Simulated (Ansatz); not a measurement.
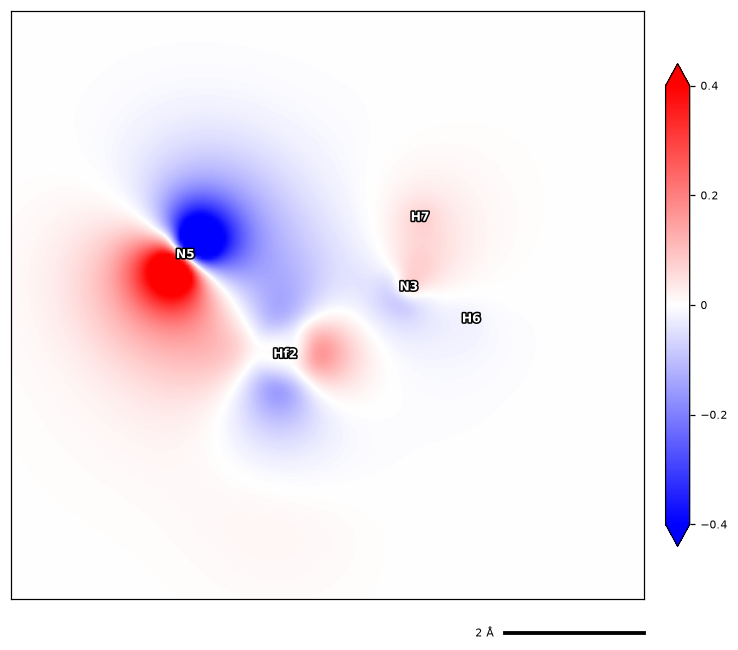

Figure. BrH6HfN3. The HOMO−1 on the plane of atoms N3, Hf2 and N5 (values in Å⁻³ᐟ²; the overall sign is arbitrary).

Geometry: PBE0-D4/def2-SVP; core potentials replace the inner electrons of Hf.

These are results of isolated molecule in a Gaussian basis; Kohn-Sham density functional theory, functional PBE0 (Ansatz), not measurements.

| atom | x (Å) | y (Å) | z (Å) |
| --- | --- | --- | --- |
| Br | -0.2219 | -0.0653 | -3.0376 |
| Hf | -0.0359 | -0.0106 | -0.4908 |
| N | -1.5171 | 1.0790 | 0.3567 |
| N | 1.7129 | 0.8018 | 0.1263 |
| N | -0.1372 | -1.8635 | 0.3191 |
| H | -1.7974 | 2.0060 | 0.0397 |
| H | -2.1456 | 0.7928 | 1.1029 |
| H | 2.6248 | 0.5502 | -0.2527 |
| H | 1.8421 | 1.5571 | 0.7946 |
| H | -0.8383 | -2.5590 | 0.0676 |
| H | 0.5136 | -2.2885 | 0.9744 |

Q: Where does this orbital lie, and at what energy?

A: Its weight (Hirshfeld) is mainly on N4 (about 25 %), N5 (about 25 %), Br1 (about 25 %) and Hf2 (about 10 %); largely a combination of lone pairs on N4, N5 and Br1. It is one of a degenerate set, so its orientation is arbitrary. Its energy is −7.59 eV.
